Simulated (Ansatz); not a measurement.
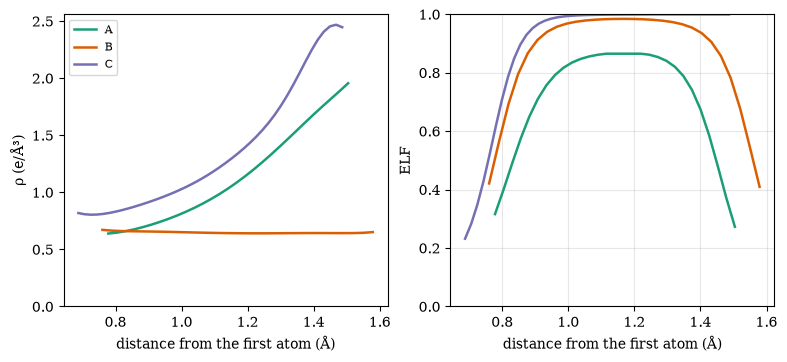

Figure 1: ClH7Si3. Total electron density and ELF along straight lines between neighbouring atoms. The curves leave out the atomic cores.

The reactant side of a reaction path; geometry: PBE0-D4/def2-TZVP.

These are results of Ansatz 0.2.0, RKS PBE0-D4/def2-TZVPP, not measurements.

```xyz
11

Si   -0.3406   -0.4866    1.8951
Si    0.6421   -0.6028   -0.2244
Cl    0.1508   -2.4342   -1.0664
H     2.1252   -0.5564   -0.1067
Si   -0.1068    1.0857   -1.6595
H     0.1306   -1.6094    2.7473
H     0.0277    0.8058    2.5348
H    -1.8189   -0.5564    1.7573
H     0.5026    0.9297   -3.0060
H    -1.5869    1.0146   -1.7748
H     0.2740    2.4099   -1.0966
```

Question: Which curve belongs to which contact (Si–Cl, Si–H and Si–Si)? The first atom named is at distance zero.

Answer: Curve A: Si–Cl (2.07 Å): ρ at the midpoint is about 0.86 e/Å³; the ELF peaks at about 0.85 between the atoms: a shared but strongly polarised pair. Curve B: Si–Si (2.34 Å): ρ at the midpoint is about 0.64 e/Å³; the ELF peaks at about 1 between the atoms; a shared electron pair. Curve C: Si–H (1.49 Å): ρ at the midpoint is about 0.81 e/Å³; the ELF climbs to about 1 towards the hydrogen, as it does in any bond to H.
